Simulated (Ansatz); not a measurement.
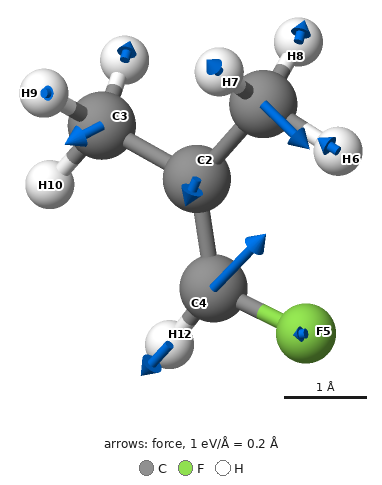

Starting geometry of C4H7F (coarse preliminary run) with the computed forces as blue arrows. Style: ball-and-stick. Shown at a tilt.

The start comes from a force field.

Method: RKS PBE-D4/def2-SVP (Ansatz). (force threshold 0.03 eV/Å; at most 200 steps)

Is this structure relaxed? If not, where do the atoms go?

Answer. It isn't relaxed: the largest force vector, on a C atom, is 5.44 eV/Å. The final displacements follow the starting forces only in part (cosine between the two patterns 0.57). The largest move after the best rigid fit is that of a C atom, 0.079 Å. Largest moves by element: C 0.079 Å, H 0.069 Å, F 0.030 Å. Among the contacts that change: C–H 1.026 → 1.103 Å, C–H 1.173 → 1.106 Å, C–H 1.071 → 1.112 Å, C–F 1.385 → 1.351 Å. Among the angles between lasting bonds that change: H–C–H 112.9° → 106.4°, C–C–H 130.9° → 124.8°, C–C–F 116.7° → 122.7°. The energy falls by 10.9 kcal/mol in 5 geometry steps. The largest force component goes from 5 to 0.0098 eV/Å. Cost: 4.7 s on 4 threads of Intel Xeon Platinum 8488C, with other jobs on the host.
